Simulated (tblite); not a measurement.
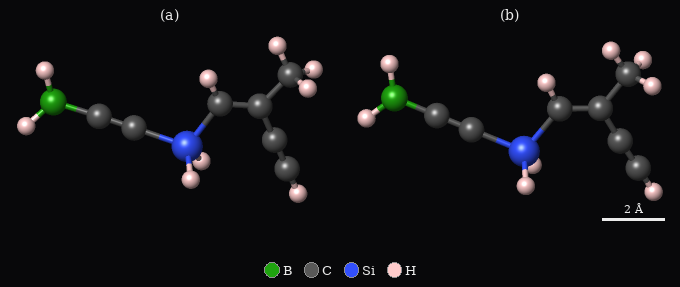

The structure of C$_{7}$H$_{9}$BSi before (left) and after (right) a relaxation, at one scale.

A ball-and-stick model, seen at a tilt.

Method: tblite, GFN2-xTB geometry optimisation, gas phase. 

**What changed between the two?**

After 113 geometry steps the energy has fallen by 0.525 eV. The atom that moves furthest after the best rigid fit is an H atom (0.58 Å). By element the largest moves are H 0.58 Å, C 0.41 Å, B 0.29 Å, Si 0.22 Å. Among the contacts that change: B–C 1.563 → 1.495 Å, C–H 1.127 → 1.090 Å, C–Si 1.844 → 1.880 Å, B–H 1.200 → 1.171 Å. Bond angles that change, for instance: Si–C–C 116.0° → 124.9°, H–B–H 115.1° → 120.7°, Si–C–H 122.7° → 117.8°. Groups turn about C–C by about 20°.
